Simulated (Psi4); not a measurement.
# UM06-2X/aug-cc-pVDZ run of SiF3 (trifluorosilyl)

What is the energy change on altering one bond length of SiF3 (trifluorosilyl) at UM06-2X/aug-cc-pVDZ? 

The calculation is run with Psi4 1.11.

## (1) The molecule

SiF3: 4 atoms, total charge 0, spin state doublet. As SMILES, `F[Si](F)F`. Geometry: relaxed at PBE0-D4/def2-TZVP.

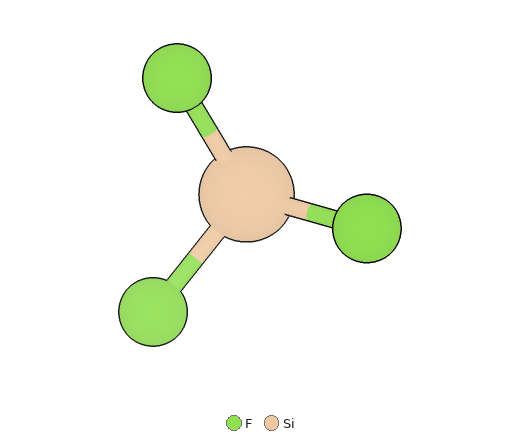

Viewed from a chosen angle; fluorine green, silicon light orange.

## (2) Energy and gradient at UM06-2X/aug-cc-pVDZ

run.py

```python
import psi4

psi4.set_memory(1600000000)
psi4.set_num_threads(1)
psi4.set_output_file('f3si.out', False)

m = psi4.geometry("""
0 2
F      0.784850    -0.507040     1.151700
Si    -0.282750     0.213060     0.234280
F     -0.994260    -0.892250    -0.644340
F      0.492160     1.186230    -0.741640
symmetry c1
no_reorient
no_com
""")

options = {'basis': 'aug-cc-pVDZ', 'reference': 'uks', 'puream': True, 'e_convergence': 1e-09, 'd_convergence': 1e-08, 'scf_type': 'pk', 'dft_radial_points': 99, 'dft_spherical_points': 590, 'maxiter': 100}
psi4.set_options(options)

energy_value, wavefunction = psi4.gradient("m06-2x", return_wfn=True)
psi4.oeprop(wavefunction, "LOWDIN_CHARGES", "MULLIKEN_CHARGES", "WIBERG_LOWDIN_INDICES")
print('gradient / Eh bohr^-1')
print(energy_value.np.round(6))
print(f'energy = {wavefunction.energy():.10f} Eh')
for k, v in sorted(psi4.core.scalar_variables().items()):
    print(f'{k:45s} {v:18.10f}')
```

Run with:

```bash
$ python run.py
```

f3si.out:

```text
[...]
  Running in c1 symmetry.
[...]
  Nuclear repulsion =  176.798451223300987
[...]
  Multiplicity = 2
[...]
  Nalpha       = 21
  Nbeta        = 20
[...]
    Number of basis functions: 96
[...]
   @UKS iter   1:  -588.96894476220882   -5.44889e-01   5.59792e-03 DIIS/ADIIS
[...]
   @UKS iter  11:  -589.06535812110008   -8.29914e-12   7.96061e-09 DIIS
[...]
   @S^2 Observed:                7.517324969E-01
[...]
    Orbital Energies [Eh]
    ---------------------
    Alpha Occupied:
       1A    -67.182937     2A    -25.297203     3A    -25.297195
       4A    -25.297188     5A     -5.697688     6A     -4.007536
       7A     -4.005485     8A     -4.005485     9A     -1.397373
      10A     -1.369003    11A     -1.368986    12A     -0.710605
      13A     -0.633784    14A     -0.633766    15A     -0.604559
      16A     -0.576888    17A     -0.576877    18A     -0.551129
      19A     -0.551107    20A     -0.534835    21A     -0.330185
    Alpha Virtual:
      22A      0.013360    23A      0.013368    24A      0.016858
      25A      0.026056    26A      0.095385    27A      0.095428
[...]
  @UKS Final Energy:  -589.06535812110008
   => Energetics <=
    Nuclear Repulsion Energy =            176.7984512233009866
    One-Electron Energy =               -1170.3791324086118948
    Two-Electron Energy =                 429.4793231798211650
    DFT Exchange-Correlation Energy =     -24.9640001156102898
    Empirical Dispersion Energy =           0.0000000000000000
    VV10 Nonlocal Energy =                  0.0000000000000000
    Total Energy =                       -589.0653581211000756
[...]
 Multipole Moments:
 ------------------------------------------------------------------------------------
     Multipole            Electronic (a.u.)      Nuclear  (a.u.)        Total (a.u.)
 ------------------------------------------------------------------------------------
 L = 1.  Multiply by 2.5417464519 to convert [e a0] to [Debye]
 Dipole X            :          2.3336159           -2.6716003           -0.3379844
 Dipole Y            :         -1.7586351            2.0131252            0.2544902
 Dipole Z            :         -1.9336974            2.2136252            0.2799278
 Magnitude           :                                                    0.5073049
[...]
  -Total Gradient:
     Atom            X                  Y                   Z
    ------   -----------------  -----------------  -----------------
       1       -0.020249367953     0.013731396637    -0.015725286018
       2        0.023170571355    -0.017496562330    -0.019243003180
       3        0.011927670949     0.020703544048     0.016736490544
       4       -0.014894448274    -0.017005057526     0.018423036593
[...]
  Mulliken Charges: (a.u.)
   Center  Symbol    Alpha    Beta     Spin     Total
       1     F     4.78477  4.79190 -0.00713 -0.57667
       2    SI     6.64575  5.62437  1.02138  1.72988
       3     F     4.78472  4.79185 -0.00714 -0.57657
       4     F     4.78476  4.79188 -0.00712 -0.57664
   Total alpha = 21.00000, Total beta = 20.00000, Total charge =  0.00000
  Lowdin Charges: (a.u.)
   Center  Symbol    Alpha    Beta     Spin     Total
       1     F     4.69711  4.59952  0.09759 -0.29663
       2    SI     6.90868  6.20147  0.70721  0.88985
[...]
```

On the terminal:

```text
gradient / Eh bohr^-1
[[-0.020249  0.013731 -0.015725]
 [ 0.023171 -0.017497 -0.019243]
 [ 0.011928  0.020704  0.016736]
 [-0.014894 -0.017005  0.018423]]
energy = -589.0653581211 Eh
CURRENT ENERGY                                   -589.0653581211
CURRENT REFERENCE ENERGY                         -589.0653581211
DD SOLVATION ENERGY                                 0.0000000000
DFT FUNCTIONAL TOTAL ENERGY                      -589.0653581211
DFT TOTAL ENERGY                                 -589.0653581211
DFT VV10 ENERGY                                     0.0000000000
DFT XC ENERGY                                     -24.9640001156
GRID ELECTRONS ALPHA                               20.9999989149
GRID ELECTRONS BETA                                19.9999989343
GRID ELECTRONS TOTAL                               40.9999978492
NUCLEAR REPULSION ENERGY                          176.7984512233
ONE-ELECTRON ENERGY                             -1170.3791324086
PCM POLARIZATION ENERGY                             0.0000000000
PE ENERGY                                           0.0000000000
SCF ITERATION ENERGY                             -589.0653581211
SCF ITERATIONS                                     11.0000000000
SCF TOTAL ENERGY                                 -589.0653581211
TWO-ELECTRON ENERGY                               429.4793231798
XC GRID RADIAL POINTS                              99.0000000000
XC GRID SPHERICAL POINTS                          590.0000000000
XC GRID TOTAL POINTS                           228403.0000000000
```

It took 79 s on 1 thread of AMD EPYC 7R43 (Zen 3), shared host; peak memory 0.92 GiB.

## (3) The distorted shape at the same level

calc.py

```python
import psi4

psi4.set_memory('1600 MB')
psi4.set_num_threads(1)
psi4.set_output_file('output.dat', False)

molecule = psi4.geometry("""
0 2
F      1.78577229    -1.16228550     2.43644846
Si    -0.53432006     0.40262505     0.44272504
F     -1.87887910    -1.68610813    -1.21762613
F      0.93004761     2.24164982    -1.40149648
units au
symmetry c1
no_reorient
no_com
""")

psi4.set_options({
    'basis': 'aug-cc-pVDZ',
    'reference': 'uks',
    'puream': True,
    'e_convergence': 1e-09,
    'd_convergence': 1e-08,
    'scf_type': 'pk',
    'dft_radial_points': 99,
    'dft_spherical_points': 590,
    'maxiter': 100,
})

e_tot, wfn = psi4.gradient('m06-2x', molecule=molecule, return_wfn=True)
psi4.oeprop(wfn, 'MAYER_INDICES', 'MULLIKEN_CHARGES', 'WIBERG_LOWDIN_INDICES')
print('gradient / Eh bohr^-1')
print(e_tot.np.round(6))
print(f'energy = {wfn.energy():.10f} Eh')
for k, v in sorted(psi4.core.scalar_variables().items()):
    print(f'{k:45s} {v:18.10f}')
```

Run with:

```bash
$ python calc.py
```

output.dat, cut to the lines that bear on the results:

```text
[...]
  Running in c1 symmetry.
[...]
  Nuclear repulsion =  168.918896827710569
[...]
  Multiplicity = 2
[...]
  Nalpha       = 21
  Nbeta        = 20
[...]
    Number of basis functions: 96
[...]
   @UKS iter   1:  -588.94088242688645   -7.05748e-01   5.79176e-03 DIIS/ADIIS
[...]
   @UKS iter  12:  -589.04979437498525   -4.09273e-12   5.56444e-09 DIIS
[...]
   @S^2 Observed:                7.521336616E-01
[...]
  @UKS Final Energy:  -589.04979437498525
   => Energetics <=
    Nuclear Repulsion Energy =            168.9188968277105687
    One-Electron Energy =               -1154.7027875167818820
    Two-Electron Energy =                 421.6597028483156464
    DFT Exchange-Correlation Energy =     -24.9256065342295550
    Empirical Dispersion Energy =           0.0000000000000000
    VV10 Nonlocal Energy =                  0.0000000000000000
    Total Energy =                       -589.0497943749852539
[...]
 Multipole Moments:
 ------------------------------------------------------------------------------------
     Multipole            Electronic (a.u.)      Nuclear  (a.u.)        Total (a.u.)
 ------------------------------------------------------------------------------------
 L = 1.  Multiply by 2.5417464519 to convert [e a0] to [Debye]
 Dipole X            :         -0.7108480            0.0519864           -0.6588617
 Dipole Y            :          0.2949429            0.1760564            0.4709993
 Dipole Z            :         -4.5491442            4.5540832            0.0049391
 Magnitude           :                                                    0.8099157
[...]
  -Total Gradient:
     Atom            X                  Y                   Z
    ------   -----------------  -----------------  -----------------
       1        0.050564376523    -0.033996263326     0.045596723370
       2       -0.046558028628     0.029777474108    -0.074173867830
       3        0.009713036999     0.018281126471     0.013667103490
       4       -0.013497558318    -0.014206384178     0.015193881367
[...]
  Mulliken Charges: (a.u.)
   Center  Symbol    Alpha    Beta     Spin     Total
       1     F     4.78983  4.74380  0.04603 -0.53363
       2    SI     6.65588  5.69199  0.96389  1.65214
       3     F     4.77713  4.78210 -0.00497 -0.55923
       4     F     4.77717  4.78212 -0.00495 -0.55928
   Total alpha = 21.00000, Total beta = 20.00000, Total charge =  0.00000
[...]
```

The script printed:

```text
gradient / Eh bohr^-1
[[ 0.050564 -0.033996  0.045597]
 [-0.046558  0.029777 -0.074174]
 [ 0.009713  0.018281  0.013667]
 [-0.013498 -0.014206  0.015194]]
energy = -589.0497943750 Eh
CURRENT ENERGY                                   -589.0497943750
CURRENT REFERENCE ENERGY                         -589.0497943750
DD SOLVATION ENERGY                                 0.0000000000
DFT FUNCTIONAL TOTAL ENERGY                      -589.0497943750
DFT TOTAL ENERGY                                 -589.0497943750
DFT VV10 ENERGY                                     0.0000000000
DFT XC ENERGY                                     -24.9256065342
GRID ELECTRONS ALPHA                               21.0000009211
GRID ELECTRONS BETA                                20.0000009865
GRID ELECTRONS TOTAL                               41.0000019076
NUCLEAR REPULSION ENERGY                          168.9188968277
ONE-ELECTRON ENERGY                             -1154.7027875168
PCM POLARIZATION ENERGY                             0.0000000000
PE ENERGY                                           0.0000000000
SCF ITERATION ENERGY                             -589.0497943750
SCF ITERATIONS                                     12.0000000000
SCF TOTAL ENERGY                                 -589.0497943750
TWO-ELECTRON ENERGY                               421.6597028483
XC GRID RADIAL POINTS                              99.0000000000
XC GRID SPHERICAL POINTS                          590.0000000000
XC GRID TOTAL POINTS                           228559.0000000000
```

Wall time 79 s (1 thread of AMD EPYC 7R43 (Zen 3), shared host); peak memory 0.9 GiB.

## (4) Summary of results

Level: UM06-2X/aug-cc-pVDZ.

| quantity | value |
| --- | --- |
| first shape: total energy | -589.06536 Eh |
| first shape: dipole moment | 1.29 D |
| first shape: HOMO energy (highest over α and β) | -8.98 eV |
| first shape: LUMO energy (lowest over α and β) | -4.53 eV |
| first shape: ⟨S²⟩ | 0.752 |
| first shape: largest force on an atom | 1.791 eV/Å |
| distorted shape: total energy | -589.04979 Eh |
| distorted shape: dipole moment | 2.06 D |
| distorted shape: HOMO energy (highest over α and β) | -9.54 eV |
| distorted shape: LUMO energy (lowest over α and β) | -4.58 eV |
| distorted shape: ⟨S²⟩ | 0.752 |
| distorted shape: largest force on an atom | 4.757 eV/Å |
| energy change with the F1–Si2 bond stretched from 1.581 to 1.818 Å | 0.424 eV |

**Reading.** With the F1–Si2 bond stretched from 1.581 to 1.818 Å the energy rises by 0.42 eV (9.8 kcal/mol). The first shape isn't relaxed at this level, so the change isn't measured from a minimum. The largest force (first shape) is 1.79 eV/Å: the shape isn't a stationary point for this species at this level. Mulliken charges (first shape) run from -0.58 on F1 to +1.73 on Si2; in a basis this large or diffuse they mean little.
